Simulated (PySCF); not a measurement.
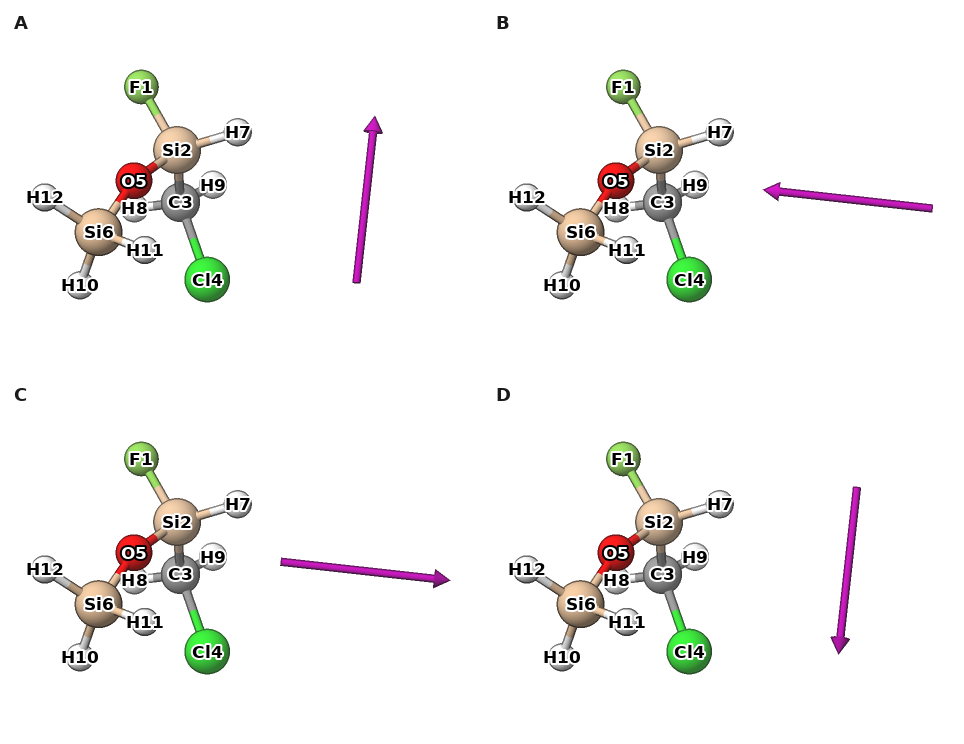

The same molecule four times, each with an arrow. The geometry was computed by an optimisation with GFN2-xTB. No frequency run is at hand to confirm it as a minimum. Level of theory: CAM-B3LYP/def2-SVPD, gas phase (PySCF 2.14.0).

Question: Which arrow points along the dipole moment, from the negative to the positive end?

Answer: D. The dipole moment is 0.41 D; it points from the side of F1 to the side of H10 (the outermost atoms at the two ends).

The geometry is semi-empirical. Around Si such bond lengths and angles can be off by a tenth of an ångström or more and by several degrees, and values that hang on the shape move with them.
